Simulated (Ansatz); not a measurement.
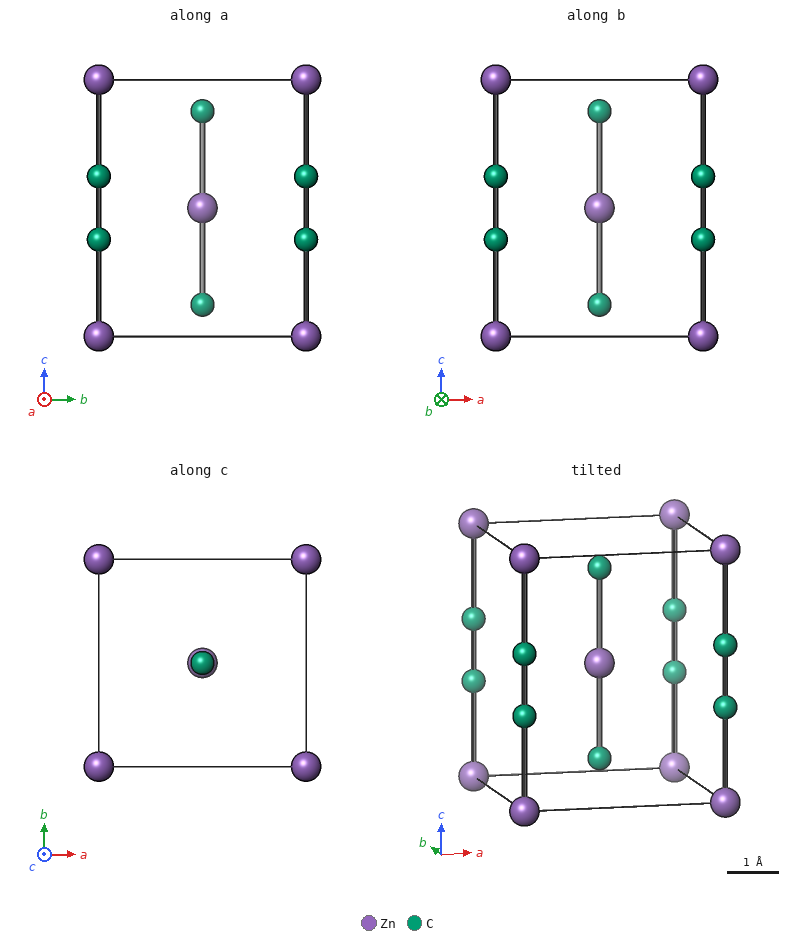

Crystal structure, ball-and-stick style, seen along the a axis, along the b axis, along the c axis and slightly off an axis. One conventional unit cell is framed, with atoms on its boundary repeated.

Lattice parameters: a = 4.0709 Å, b = 4.0709 Å, c = 5.0422 Å, α = 90.000°, β = 90.000°, γ = 90.000°.

Q: Reconstruct the structure as a CIF with its space group and independent sites, with free fractional coordinates to two decimals.

A:
```cif
data_structure
_symmetry_space_group_name_H-M 'I 4/m m m'
_symmetry_Int_Tables_number 139
_cell_length_a 4.0709
_cell_length_b 4.0709
_cell_length_c 5.0422
_cell_angle_alpha 90.000
_cell_angle_beta 90.000
_cell_angle_gamma 90.000
_cell_volume 83.56
loop_
_atom_site_label
_atom_site_type_symbol
_atom_site_symmetry_multiplicity
_atom_site_Wyckoff_symbol
_atom_site_fract_x
_atom_site_fract_y
_atom_site_fract_z
_atom_site_occupancy
Zn1 Zn 2 a 0.00 0.00 0.00 1
C1 C 4 e 0.00 0.00 0.62 1
```

Starting structure: a structure type filled with these elements by a generator (whether the compound takes this form wasn't checked). It was relaxed with Ansatz 0.2.0, DFT PBE, scalar-relativistic, plane waves, PAW under a constraint or pressure on the cell, so some stress remains.
